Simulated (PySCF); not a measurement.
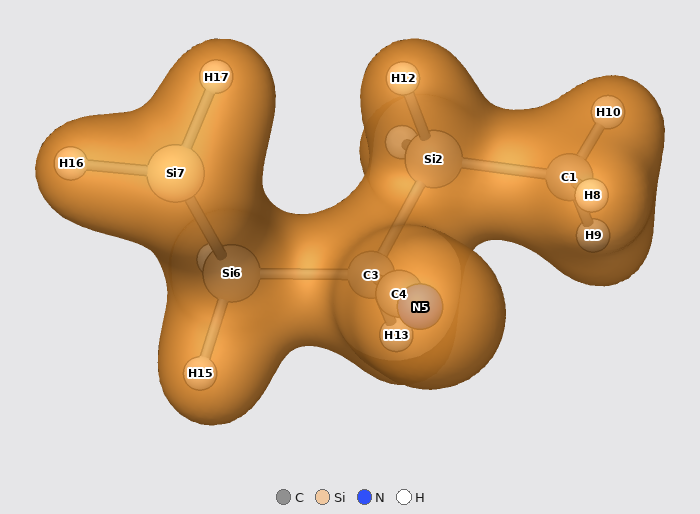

C3H10NSi3 (doublet). Isosurface of the electron density at 0.2 e/Å³ (orange), seen at a tilt.

Geometry: GFN2-xTB.

Theory: PySCF 2.14.0, density-fitted response routines, UKS B3LYP, pcH-1 on C H N Si, non-relativistic, mean-field spin-orbit, GIAO.

```yaml
atoms:
  - { symbol: C, position_ang: [-2.6425, 0.8084, -0.5357] }
  - { symbol: Si, position_ang: [-1.1557, 0.6364, 0.6240] }
  - { symbol: C, position_ang: [-0.0755, -0.8263, 0.0265] }
  - { symbol: C, position_ang: [0.3674, -0.5648, -1.2930] }
  - { symbol: N, position_ang: [0.7567, -0.3219, -2.3453] }
  - { symbol: Si, position_ang: [1.4623, -1.2215, 1.1259] }
  - { symbol: Si, position_ang: [2.9980, 0.4219, 0.8216] }
  - { symbol: H, position_ang: [-2.3163, 0.9589, -1.5617] }
  - { symbol: H, position_ang: [-3.2676, -0.0809, -0.5168] }
  - { symbol: H, position_ang: [-3.2648, 1.6538, -0.2579] }
  - { symbol: H, position_ang: [-1.5832, 0.3245, 1.9935] }
  - { symbol: H, position_ang: [-0.3401, 1.8560, 0.6201] }
  - { symbol: H, position_ang: [-0.6981, -1.7246, 0.0003] }
  - { symbol: H, position_ang: [0.8438, -1.5561, 2.4276] }
  - { symbol: H, position_ang: [1.9969, -2.5054, 0.6342] }
  - { symbol: H, position_ang: [4.2875, 0.3162, 1.5109] }
  - { symbol: H, position_ang: [2.6240, 1.8375, 0.8757] }
```

Question: How is the density connected at this value?

Answer: At this value the surface is in one piece. It bridges the sampled C–N (1.15 Å), C–C (1.42 Å), C–Si (1.89 Å) and Si–Si (2.27 Å) contacts, where the density stays above the isovalue. On the grid the lowest density along these lines, outside the cores, is 3 e/Å³ (C–N, 1.15 Å), 1.8 e/Å³ (C–C, 1.42 Å), 0.73 e/Å³ (C–Si, 1.89 Å) and 0.63 e/Å³ (Si–Si, 2.27 Å).
